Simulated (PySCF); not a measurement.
Ga(OH)3(OMe2), C2H9GaO4, singlet, GFN2-xTB optimised geometry. Atoms within 1.6 Å of the plane z = 1.0 Å (x, y, z in Å): Ga1 (-0.24, 0.28, 0.00), O2 (-1.11, 1.80, 0.00), H3 (-1.93, 1.81, -0.49), O6 (1.51, 0.28, 0.00), H7 (1.93, 1.13, 0.08), O9 (-0.48, -0.17, 2.14), H12 (-1.92, 1.20, 2.47), H16 (0.94, -1.58, 1.95).

Calculation: CAM-B3LYP/def2-TZVP (PySCF 2.14.0).

Map of the electron localisation function on the plane z = 1.0 Å:

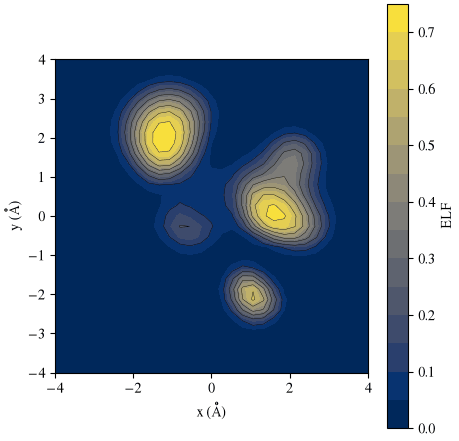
Figure: Electron localisation function on the plane z = 1.0 Å.
